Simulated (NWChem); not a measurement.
**N2H4 (SMILES NN): levels of theory compared**

Wanted: a comparison of 4 runs (HF/STO-3G, HF/3-21G, B3LYP/6-31G*) of N2H4. 

The results are computed with NWChem 7.3.0.

### 1 The structure to begin with

The species is N2H4 (6 atoms), meant as a singlet with charge 0. As SMILES, `NN`. The shape is that of a PBE0-D4/def2-TZVP optimisation. This is one conformer, not always the lowest.

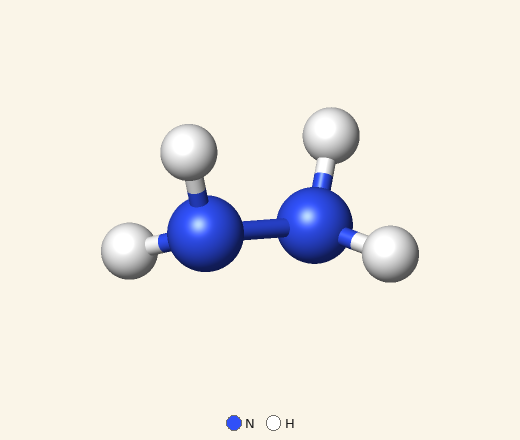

Viewed from a chosen angle; nitrogen blue, hydrogen white.

### 2 Energy and gradient at HF/STO-3G (run 1)

The input, run.py:

```python
from ase import Atoms
from ase.calculators.nwchem import NWChem

atoms = Atoms(['N', 'N', 'H', 'H', 'H', 'H'], positions=[
    [-0.135100, -0.701700, 0.195900],
    [0.447300, 0.583800, 0.089900],
    [-1.076200, -0.737600, -0.180500],
    [0.438700, -1.352200, -0.322700],
    [0.103900, 1.104700, -0.709700],
    [0.221500, 1.102900, 0.927100],
])

calc = NWChem(
    label='a',
    theory='scf',
    memory='2200 mb',
    basis='STO-3G',
    basispar='spherical bse',
    scf={'nopen': '0', 'rhf': None, 'thresh': '1e-08', 'maxiter': '80'},
)
atoms.calc = calc

forces = atoms.get_forces()
print(f"energy = {atoms.get_potential_energy():.6f} eV")
print("forces (eV/A):")
for s, f in zip(atoms.symbols, forces):
    print(f"{s:2s} {f[0]:10.5f} {f[1]:10.5f} {f[2]:10.5f}")
print("dipole (e A):", atoms.get_dipole_moment().round(4))
```

Launch:

```bash
$ export ASE_NWCHEM_COMMAND="nwchem PREFIX.nwi > PREFIX.nwo"
$ python run.py
```

Log:

```text
energy = -2986.273013 eV
forces (eV/A):
N    -0.12964   -0.42259    1.56863
N     1.61028   -0.13653   -0.21253
H    -1.01214    0.03450   -0.64031
H     0.57577   -0.73981   -0.77544
H    -0.61516    0.57999   -0.84944
H    -0.42907    0.68443    0.90914
dipole (e A): [-0.3083  0.1164 -0.2823]
```

The calculator wrote a.nwi:

```
title "a"

permanent_dir a

scratch_dir a

start a

geometry units angstrom nocenter noautosym noautoz
  N  -1.3510000000000000e-01 -7.0169999999999999e-01 1.9589999999999999e-01
  N  4.4729999999999998e-01 5.8379999999999999e-01 8.9899999999999994e-02
  H  -1.0762000000000000e+00 -7.3760000000000003e-01 -1.8049999999999999e-01
  H  4.3869999999999998e-01 -1.3522000000000001e+00 -3.2269999999999999e-01
  H  1.0390000000000001e-01 1.1047000000000000e+00 -7.0970000000000000e-01
  H  2.2150000000000000e-01 1.1029000000000000e+00 9.2710000000000004e-01
end

memory 2200 mb

basis spherical bse noprint
   * library STO-3G
end

scf
  nopen 0
  rhf
  thresh 1e-08
  maxiter 80
end

task scf gradient
```

a.nwo:

```text
Northwest Computational Chemistry Package (NWChem) 7.3.0
             --------------------------------------------------------

           Job information
           ---------------

    nwchem branch   = 7.3.0
    use scalapack   = T
    input           = a.nwi
    prefix          = a.
    data base       = a/a.db
    status          = startup
    nproc           =        1

           Memory information
           ------------------

    heap     =     72089598 doubles =      550.0 Mbytes
    stack    =     72089595 doubles =      550.0 Mbytes
    global   =    144179200 doubles =     1100.0 Mbytes (distinct from heap & stack)
    total    =    288358393 doubles =     2200.0 Mbytes
    verify   = yes
    hardfail = no

[... 128 lines left out ...]
 Convergence threshold     :          1.000E-08
[... 12 lines left out ...]
       Final RHF  results
[... 3 lines left out ...]
      One-electron energy =   -232.537851049153
[... 1 line left out ...]
 Nuclear repulsion energy =     41.833714046401
[... 22 lines left out ...]
                       ROHF Final Molecular Orbital Analysis
[... 157 lines left out ...]
                 ----------------------------------------
                 |  Time  |  1-e(secs)   |  2-e(secs)   |
                 ----------------------------------------
                 |  CPU   |       0.00   |       0.01   |
                 ----------------------------------------
                 |  WALL  |       0.00   |       0.01   |
                 ----------------------------------------

 Task  times  cpu:        0.2s     wall:        0.2s
 Total times  cpu:        0.2s     wall:        0.2s
```

It took 1.2 s on 1 thread of Intel Xeon Platinum 8488C (Sapphire Rapids), shared host; peak memory 0.099 GiB.

### 3 Energy and forces at HF/3-21G (run 2)

The input, test.nw:

```
start test
title "H4N2 hf"
memory total 2200 mb

geometry units bohr noautosym nocenter noautoz
   N     -0.25530200    -1.32602082     0.37019735
   N      0.84527450     1.10322211     0.16988638
   H     -2.03372326    -1.39386199    -0.34109557
   H      0.82902285    -2.55528767    -0.60981462
   H      0.19634254     2.08758045    -1.34113863
   H      0.41857434     2.08417894     1.75196509
end

basis spherical bse
   N library 3-21G
   H library 3-21G
end

scf
   thresh 1e-08
   maxiter 80
   noprint "final vectors analysis"
end

task scf gradient
```

Launch:

```bash
$ nwchem test.nw > test.out
```

Log:

```text
[...]
  functions       =    26
[...]
  wavefunction    = RHF
[...]
         Total SCF energy =   -110.547893612956
      One-electron energy =   -232.936318320886
      Two-electron energy =     80.554713696822
 Nuclear repulsion energy =     41.833711011109
        Time for solution =      0.2s
[...]
                         RHF ENERGY GRADIENTS
    atom               coordinates                        gradient
                 x          y          z           x          y          z
   1 N      -0.255302  -1.326021   0.370197    0.012050   0.032552   0.013203
   2 N       0.845275   1.103222   0.169886   -0.000095  -0.037065  -0.002264
   3 H      -2.033723  -1.393862  -0.341096   -0.001884  -0.000254  -0.005248
   4 H       0.829023  -2.555288  -0.609815    0.000806  -0.001116  -0.007076
   5 H       0.196343   2.087580  -1.341139   -0.004768   0.002766  -0.000845
   6 H       0.418574   2.084179   1.751965   -0.006108   0.003118   0.002230
[...]
```

Run time: 0.72 s. Hardware: 1 thread of Intel Xeon Platinum 8488C (Sapphire Rapids), shared host; peak memory 0.099 GiB.

Run 3 isn't shown in full; the table further down has it.

### 4 Energy and gradient at B3LYP/6-31G(d) (Cartesian functions) (run 4)

The input, a.xyz:

```xyz
6
H4N2 B3LYP
N     -0.135100    -0.701700     0.195900
N      0.447300     0.583800     0.089900
H     -1.076200    -0.737600    -0.180500
H      0.438700    -1.352200    -0.322700
H      0.103900     1.104700    -0.709700
H      0.221500     1.102900     0.927100
```

The input, a.nw:

```
start a
title "H4N2 B3LYP"
memory total 2200 mb
charge 0

geometry units angstroms noautosym nocenter noautoz
  load a.xyz
end

basis cartesian
  N library 6-31G*
  H library 6-31G*
end

dft
  xc b3lyp
  grid xfine
  convergence energy 1e-08
  maxiter 100
  mulliken
end

task dft gradient
```

Launch:

```bash
$ nwchem a.nw > a.out
```

Log:

```text
[...]
          Wavefunction type:  closed shell.
          No. of atoms     :     6
          No. of electrons :    18
[...]
          Charge           :     0
          Spin multiplicity:     1
[...]
          AO basis - number of functions:    38
[...]
              XC Information
              --------------
                         B3LYP Method XC Potential
                     Hartree-Fock (Exact) Exchange  0.200
                        Slater Exchange Functional  0.800 local
                    Becke 1988 Exchange Functional  0.720 non-local
              Lee-Yang-Parr Correlation Functional  0.810
                  VWN I RPA Correlation Functional  0.190 local
[...]
 d= 0,ls=0.0,diis     1   -111.8280985387 -1.54D+02  1.34D-02  3.01D-01     1.0
[...]
 d= 0,ls=0.0,diis     7   -111.8560171615 -4.67D-09  1.22D-06  5.32D-10     5.9
         Total DFT energy =     -111.856017161522
      One electron energy =     -233.957063558966
           Coulomb energy =       95.596854747353
    Exchange-Corr. energy =      -15.329522396311
 Nuclear repulsion energy =       41.833714046401
[...]
      Total Density - Mulliken Population Analysis
     ---------------------------------------------
    Atom       Charge   Shell Charges
 -----------   ------   -------------------------------------------------------
    1 N    7     7.60   1.99  0.79  2.49  0.85  1.45  0.04
    2 N    7     7.60   1.99  0.79  2.49  0.85  1.45  0.04
    3 H    1     0.71   0.52  0.19
    4 H    1     0.69   0.52  0.17
    5 H    1     0.71   0.52  0.19
    6 H    1     0.69   0.52  0.17
[...]
  wavefunction    = closed shell
                         DFT ENERGY GRADIENTS
    atom               coordinates                        gradient
                 x          y          z           x          y          z
   1 N      -0.255302  -1.326021   0.370197    0.001878   0.004011  -0.007961
   2 N       0.845274   1.103222   0.169886   -0.008877  -0.001369   0.001548
   3 H      -2.033723  -1.393862  -0.341096    0.004799   0.000986   0.002943
   4 H       0.829023  -2.555287  -0.609815   -0.002271   0.002526   0.003311
   5 H       0.196343   2.087580  -1.341139    0.002396  -0.003704   0.003642
   6 H       0.418574   2.084179   1.751965    0.002074  -0.002452  -0.003482
[...]
```

Run time: 7.8 s. Hardware: 1 thread of Intel Xeon Platinum 8488C (Sapphire Rapids), shared host; peak memory 0.13 GiB.

### 5 Overview of the runs

```tsv
run	level	iteration cap	module	energy (Eh)	dipole moment (D)	HOMO energy (eV)	LUMO energy (eV)	wall time
1	HF/STO-3G	80	scf	-109.743510	2.08	-9.14	16.54	1.2 s
2	HF/3-21G	80	scf	-110.547894	2.46	–	–	0.72 s
3	B3LYP/6-31G* (spherical functions)	100	dft	-111.853744	2.10	-6.43	2.20	7.2 s
4	B3LYP/6-31G* (Cartesian functions)	100	dft	-111.856017	2.11	-6.44	2.17	7.8 s
```

### 6 Outcome

| quantity | value |
| --- | --- |
| run 4: total energy | -111.85602 Eh |
| run 4: dipole moment | 2.11 D |
| run 4: HOMO energy | -6.44 eV |
| run 4: LUMO energy | 2.17 eV |
| run 4: HOMO–LUMO gap | 8.61 eV |
| run 4: largest force on an atom | 0.469 eV/Å |

**Reading.** The dipole moment (its size) runs from 2.08 D (HF/STO-3G) to 2.46 D (HF/3-21G). Over runs 1, 3, 4 the HOMO–LUMO gap runs from 8.61 eV (B3LYP/6-31G*) to 25.68 eV (HF/STO-3G). The two ends differ in method and basis. In run 1 the basis is minimal, so the values are rough. All runs together took 17 s, the longest 7.8 s.
